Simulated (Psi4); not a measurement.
**quartet GaNH3 at 3 levels**

Aim: a comparison of 3 runs (U-wB97X/def2-TZVP, UB2PLYP/def2-TZVP, UCCSD/def2-TZVP) of quartet GaNH3. 

The calculation is run with Psi4 1.11.

## (1) The system as given

GaNH3 has 5 atoms, charge 0, and is taken as a quartet. SMILES of the parent species: `[NH2][GaH]`. Geometry: relaxed at PBE0-D4/def2-TZVP. This is one conformer, not always the lowest. That shape belongs to the parent species and isn't relaxed for this state.

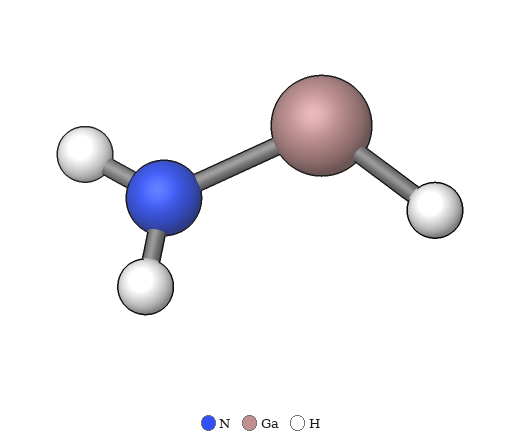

Viewed from a chosen angle; nitrogen blue, gallium pink, hydrogen white.

## (2) Energy and forces at U-wB97X/def2-TZVP (run 1)

The input, run.py:

```python
import psi4

psi4.set_memory('2200 MB')
psi4.set_num_threads(1)
psi4.core.set_output_file('run.log', False)

mol = psi4.geometry("""
0 4
N
Ga 1 1.825229
H 1 1.008068 2 123.79517
H 1 1.005722 3 111.8966 2 -179.99973
H 2 1.594126 1 116.86458 4 -179.93664
symmetry c1
no_reorient
no_com
""")

options = {'basis': 'def2-TZVP', 'reference': 'uks', 'puream': True, 'e_convergence': 1e-09, 'd_convergence': 1e-08, 'scf_type': 'pk', 'dft_radial_points': 99, 'dft_spherical_points': 590, 'maxiter': 100}
psi4.set_options(options)

result, w = psi4.gradient("wb97x", return_wfn=True)
print('gradient / Eh bohr^-1')
print(result.np.round(6))
print(f'energy = {w.energy():.10f} Eh')
for k, v in sorted(psi4.core.scalar_variables().items()):
    print(f'{k:45s} {v:18.10f}')
```

The run is started by

```
python run.py
```

run.log:

```text
[...]
  Running in c1 symmetry.
[...]
  Nuclear repulsion =   95.419932275568016
[...]
  Multiplicity = 4
[...]
  Nalpha       = 22
  Nbeta        = 19
[...]
    Number of basis functions: 97
[...]
   @UKS iter   1: -1979.13840869194064   -1.58027e+00   3.42382e-02 ADIIS/DIIS
[...]
   @UKS iter  15: -1981.24491852677465   -1.75078e-11   7.09207e-09 DIIS
[...]
   @S^2 Observed:                3.755767906E+00
[...]
  @UKS Final Energy: -1981.24491852677465
   => Energetics <=
    Nuclear Repulsion Energy =             95.4199322755680157
    One-Electron Energy =               -2949.9396470027463693
    Two-Electron Energy =                 937.9744629668315383
    DFT Exchange-Correlation Energy =     -64.6996667664278107
    Empirical Dispersion Energy =           0.0000000000000000
    VV10 Nonlocal Energy =                  0.0000000000000000
    Total Energy =                      -1981.2449185267744269
[...]
  -Total Gradient:
     Atom            X                  Y                   Z
    ------   -----------------  -----------------  -----------------
       1       -0.000007558185    -0.004932629979     0.079344428669
       2       -0.000010813580     0.003109217859    -0.100917762433
       3       -0.000001971570    -0.007617194246     0.008943290994
       4        0.000012882928     0.007612491031     0.006645127324
       5        0.000006636869     0.001930613450     0.005891061362
[...]
```

Standard output:

```text
gradient / Eh bohr^-1
[[-8.00000e-06 -4.93300e-03  7.93440e-02]
 [-1.10000e-05  3.10900e-03 -1.00918e-01]
 [-2.00000e-06 -7.61700e-03  8.94300e-03]
 [ 1.30000e-05  7.61200e-03  6.64500e-03]
 [ 7.00000e-06  1.93100e-03  5.89100e-03]]
energy = -1981.2449185268 Eh
CURRENT ENERGY                                  -1981.2449185268
CURRENT REFERENCE ENERGY                        -1981.2449185268
DD SOLVATION ENERGY                                 0.0000000000
DFT FUNCTIONAL TOTAL ENERGY                     -1981.2449185268
DFT TOTAL ENERGY                                -1981.2449185268
DFT VV10 ENERGY                                     0.0000000000
DFT XC ENERGY                                     -64.6996667664
GRID ELECTRONS ALPHA                               22.0000000079
GRID ELECTRONS BETA                                19.0000000002
GRID ELECTRONS TOTAL                               41.0000000081
NUCLEAR REPULSION ENERGY                           95.4199322756
ONE-ELECTRON ENERGY                             -2949.9396470027
PCM POLARIZATION ENERGY                             0.0000000000
PE ENERGY                                           0.0000000000
SCF ITERATION ENERGY                            -1981.2449185268
SCF ITERATIONS                                     15.0000000000
SCF TOTAL ENERGY                                -1981.2449185268
TWO-ELECTRON ENERGY                               937.9744629668
XC GRID RADIAL POINTS                              99.0000000000
XC GRID SPHERICAL POINTS                          590.0000000000
XC GRID TOTAL POINTS                           279239.0000000000
```

Run time: 40 s. Hardware: 1 thread of AMD EPYC 7R43 (Zen 3), shared host; peak memory 1.2 GiB.

## (3) The energy at UB2PLYP/def2-TZVP (density fitting for correlation) (run 2)

The input, run_ase.py:

```python
import numpy as np
from ase.calculators.psi4 import Psi4
from ase import Atoms

atoms = Atoms(['N', 'Ga', 'H', 'H', 'H'], positions=[
    [-0.211900, -0.684000, 0.064700],
    [0.815500, 0.782900, 0.417000],
    [-0.946800, -0.701300, -0.625100],
    [-0.115200, -1.569300, 0.532000],
    [0.508200, 2.097900, -0.430100],
])
calc = Psi4(atoms=atoms, method='b2plyp', basis='def2-TZVP', memory='2200MB', num_threads=1, charge=0, multiplicity=4, label='gah3n', reference='uks')
calc.psi4.set_options({'puream': True, 'e_convergence': 1e-09, 'd_convergence': 1e-08, 'scf_type': 'pk', 'dft_radial_points': 99, 'dft_spherical_points': 590, 'num_frozen_docc': 10, 'maxiter': 100})
atoms.calc = calc

print(f'energy: {atoms.get_potential_energy():.6f} eV')
```

The run is started by

```
python run_ase.py
```

gah3n.dat:

```text
[...]
  Running in c1 symmetry.
[...]
  Nuclear repulsion =   95.419926874908640
[...]
  Multiplicity = 4
[...]
  Nalpha       = 22
  Nbeta        = 19
[...]
    Number of basis functions: 97
[...]
   @UKS iter   1: -1978.69561140506084   -1.81259e+00   3.32352e-02 DIIS/ADIIS
[...]
   @UKS iter  15: -1980.69138528659505   -8.18545e-12   2.83496e-09 DIIS
[...]
   @S^2 Observed:                3.757455624E+00
[...]
  @UKS Final Energy: -1980.69138528659505
   => Energetics <=
    Nuclear Repulsion Energy =             95.4199268749086400
    One-Electron Energy =               -2950.4762225866234076
    Two-Electron Energy =                 913.9078219615531680
    DFT Exchange-Correlation Energy =     -39.5429115364330528
    Empirical Dispersion Energy =           0.0000000000000000
    VV10 Nonlocal Energy =                  0.0000000000000000
    Total Energy =                      -1980.6913852865950503
[...]
 Multipole Moments:
 ------------------------------------------------------------------------------------
     Multipole            Electronic (a.u.)      Nuclear  (a.u.)        Total (a.u.)
 ------------------------------------------------------------------------------------
 L = 1.  Multiply by 2.5417464519 to convert [e a0] to [Debye]
 Dipole X            :          2.2047819           -3.5661113           -1.3613294
 Dipole Y            :          1.3189895           -3.3622894           -2.0432999
 Dipole Z            :          1.5296610           -1.9542468           -0.4245857
 Magnitude           :                                                    2.4916993
[...]
```

Standard output:

```text
energy: -53900.701229 eV
```

Run time: 22 s. Hardware: 1 thread of AMD EPYC 7R43 (Zen 3), shared host; peak memory 1.1 GiB.

## (4) A single-point energy at UCCSD/def2-TZVP (run 3)

The input, input.in:

```
memory 2200 mb

molecule m {
  0 4
  N     -0.211900    -0.684000     0.064700
  Ga     0.815500     0.782900     0.417000
  H     -0.946800    -0.701300    -0.625100
  H     -0.115200    -1.569300     0.532000
  H      0.508200     2.097900    -0.430100
  units angstrom
  symmetry c1
}

set {
  basis def2-TZVP
  reference uhf
  puream true
  e_convergence 1e-09
  d_convergence 1e-08
  scf_type pk
  num_frozen_docc 10
  maxiter 100
}

e_tot = energy('ccsd')
print_variables()
```

The run is started by

```
psi4 -i input.in -o input.out -n 1
```

input.out:

```text
[...]
  Running in c1 symmetry.
[...]
  Nuclear repulsion =   95.419926874908640
[...]
  Multiplicity = 4
[...]
  Nalpha       = 22
  Nbeta        = 19
[...]
    Number of basis functions: 97
[...]
   @UHF iter   1: -1977.53518360898966   -2.67763e+00   3.12023e-02 DIIS/ADIIS
[...]
   @UHF iter  15: -1979.32252391225984   -2.29647e-11   9.75117e-09 DIIS
[...]
   @S^2 Observed:                3.763224921E+00
[...]
  @UHF Final Energy: -1979.32252391225984
   => Energetics <=
    Nuclear Repulsion Energy =             95.4199268749086400
    One-Electron Energy =               -2951.0612687746615848
    Two-Electron Energy =                 876.3188179874931620
    Total Energy =                      -1979.3225239122598396
  UHF NO Occupations:
  HONO-2 :   20  A 1.0000000
  HONO-1 :   21  A 1.0000000
[...]
 Multipole Moments:
 ------------------------------------------------------------------------------------
     Multipole            Electronic (a.u.)      Nuclear  (a.u.)        Total (a.u.)
 ------------------------------------------------------------------------------------
 L = 1.  Multiply by 2.5417464519 to convert [e a0] to [Debye]
 Dipole X            :          2.1449364           -3.5661113           -1.4211750
 Dipole Y            :          1.2465494           -3.3622894           -2.1157400
 Dipole Z            :          1.5036463           -1.9542468           -0.4506004
 Magnitude           :                                                    2.5882687
[...]
      * MP2 total energy                      = -1979.692333390737531
[...]
      * CCSD total energy                     = -1979.713172613435972
[...]
```

Wall time 71 s (1 thread of AMD EPYC 7R43 (Zen 3), shared host); peak memory 0.76 GiB.

## (5) Overview of the runs

```csv
run,level,task,frozen core orbitals,energy (Eh),HOMO energy (eV),LUMO energy (eV),⟨S²⟩,wall time
1,U-wB97X/def2-TZVP,gradient,0,-1981.244919,-4.72,-3.81,3.756,40 s
2,UB2PLYP/def2-TZVP (density fitting for correlation),energy,10,-1980.814251,-3.58,–,3.757,22 s
3,UCCSD/def2-TZVP,energy,10,-1979.713173,-5.06,-0.36,3.763,71 s
```

## (6) Results

```
                                                         quantity           value
                                              run 3: total energy  -1979.71317 Eh
run 3: HOMO energy (Hartree–Fock orbitals) (highest over α and β)        -5.06 eV
 run 3: LUMO energy (Hartree–Fock orbitals) (lowest over α and β)        -0.36 eV
              run 3: correlation energy (10 core orbitals frozen)      -390.6 mEh
                         run 3: ⟨S²⟩ of the reference determinant           3.763
                                             run 3: T1 diagnostic           0.022
```

What this shows: Totals of different functionals can't be ranked against each other. All runs together took 2.2 min, the longest 71 s.
